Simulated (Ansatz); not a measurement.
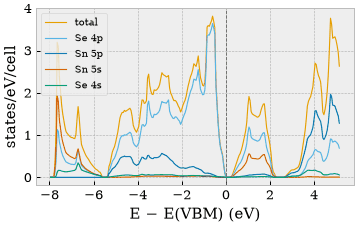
Total and projected density of states of SnSe2 (CdI2 type, P-3m1), plane-wave PAW LDA (Ansatz code)

### Question
Which orbitals carry the states next to the gap?

### Answer
Top 1 eV of the valence band: Se 4p 95 %. Bottom 1 eV of the conduction band: Se 4p 61 %, Sn 5s 30 %. Projections are on Löwdin-orthogonalised atomic valence shells; empty p or d shells of many metals are not among them.

### Question
Where is the tallest occupied peak in this window, and what makes it?

### Answer
Near -0.6 eV, about 3.8 states/eV per cell; the largest projected share is Se 4p.

The cell was relaxed with LDA under the symmetry of its start; of distortions, only those at the zone centre were tested. A crystal of weakly bound layers computed without a dispersion correction: the cell and the soft elastic constants depend strongly on that. Spin–orbit coupling is left out wherever it is not named.

Potentials: the later of the program's two PAW sets.
